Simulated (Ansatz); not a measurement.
**Al2Au: thickness series**

The reference is Al2Au (space group Fm-3m, No. 225; a = 6.002 Å). Axes: x, y, z lie along the cube axes.

Free-standing slabs (3 atom(s) a layer) normal to [111] with 15 Å of vacuum; in-plane cell held at bulk.

The values are results of PBEsol, PAW, 420 eV (Ansatz, a quantum-chemistry and plane-wave program; scalar-relativistic without spin-orbit coupling), not measurements.

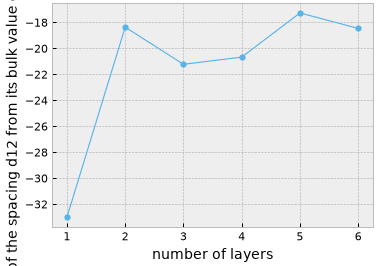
Change of the spacing d12 from its bulk value of 0.866 Å against number of layers

Q: From the plot, what is the change of the spacing d12 from its bulk value of 0.866 Å for 1 layer?

A: About -33 %.

Q: Is the trend monotonic over the range shown?

A: No, it turns within the range, spanning -33.0 % to -17.3 %.

No phonon test of stability was made.
